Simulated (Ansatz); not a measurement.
```xyz
6
charge 0, multiplicity 1
Cl   -2.3381    0.1066   -0.0774
Si   -0.4571   -0.0602   -0.3639
Se    0.5202    0.3300    1.6480
H    -0.1753   -1.4289   -0.8534
H    -0.0476    0.9384   -1.3774
H     1.6568   -0.5392    1.3062
```

Geometry: moved along internal coordinates away from the minimum.

What structure does this define?

It has 6 atoms: 1 chlorine, 3 hydrogen, 1 selenium and 1 silicon (ClH3SeSi). As SMILES it reads `Cl[SiH2][SeH]`. It has no ring. Among its groups: Si–H bond. Coordination: 1 Si tetrahedral; 1 Se bent.

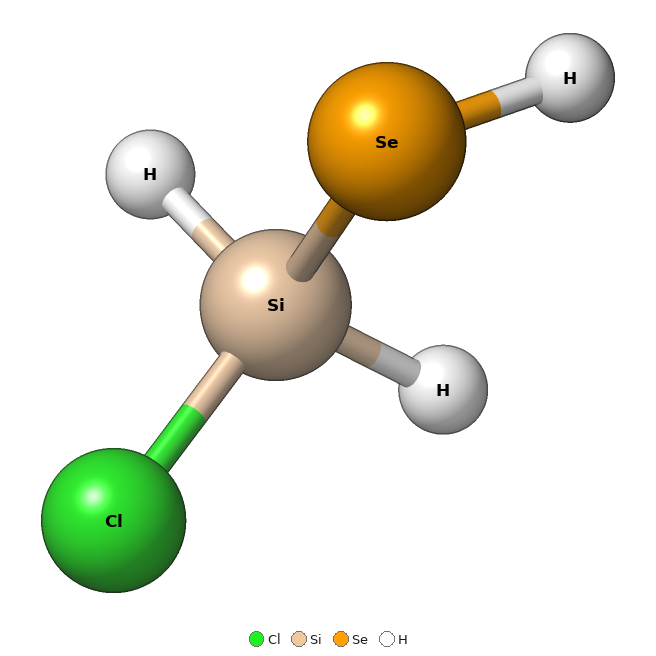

The picture comes from a calculation with Ansatz.
